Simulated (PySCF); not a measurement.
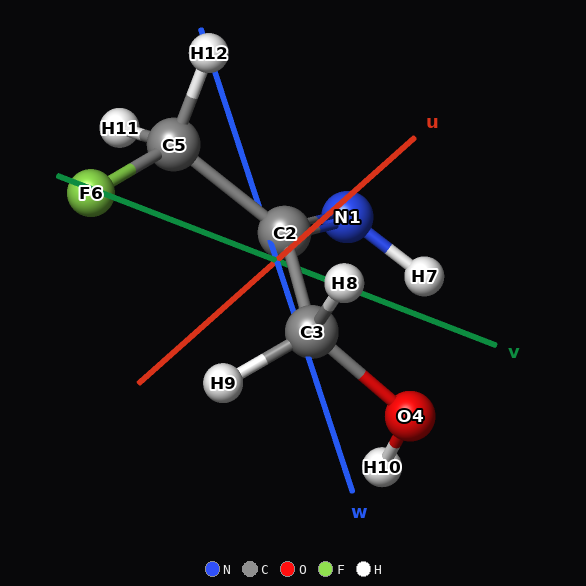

The lines u, v and w are the principal axes of the static dipole polarisability. Computed geometry: GFN2-xTB optimisation. No frequency run is at hand to confirm it as a minimum. Computed with B3LYP/def2-SVPD (PySCF 2.14.0).

Question: Along which axis is the molecule most polarisable, and along which least?

Answer: Most along v, least along u.

Question: Give the three principal values.

Answer: u 40.3, v 57.8, w 53.7 bohr³; mean 50.6, anisotropy 15.8 bohr³.
